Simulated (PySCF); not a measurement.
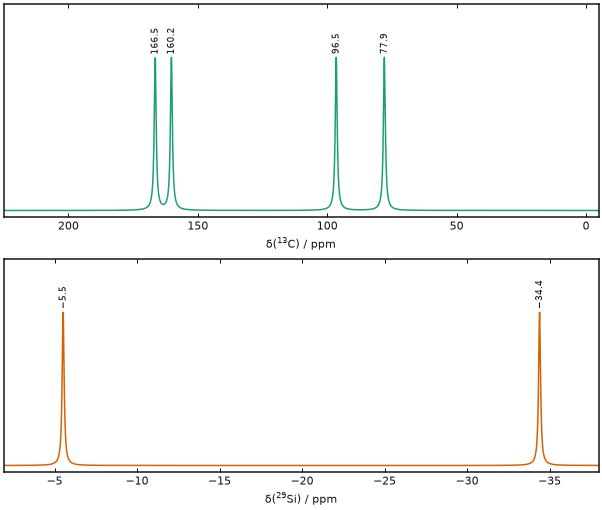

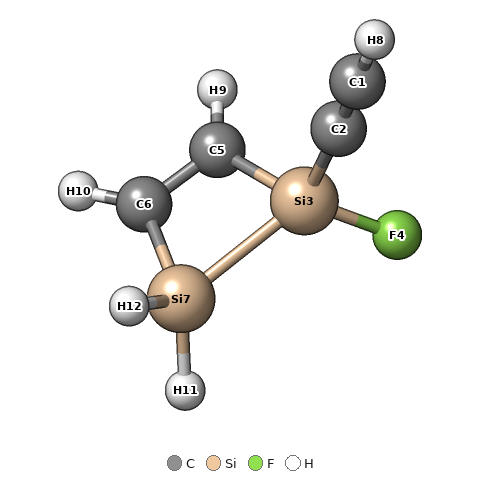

Spectrum and numbered structure of C₄H₅FSi₂, SMILES C#C[Si@]1(F)C=C[SiH2]1. GIAO shifts, KT2/pcSseg-1 with PySCF, at a PBE0-D3(BJ)/def2-SVP geometry (no frequency check), against TMS for ¹³C and TMS for ²⁹Si computed at the same level. Gas phase, fully decoupled, line heights follow the number of nuclei, widths are arbitrary (no quadrupolar broadening); values of one conformer, averaged over methyl-type rotors and exact or near symmetry.

Which ¹³C nuclei are the least shielded, and which the most?

Least shielded: C5 at 166.5 ppm. Most shielded: C2 at 77.9 ppm.

Assign the ²⁹Si signals to the numbered atoms.

```tsv
δ (ppm)	nuclei	atoms
−5.5	1	Si3
−34.4	1	Si7
```
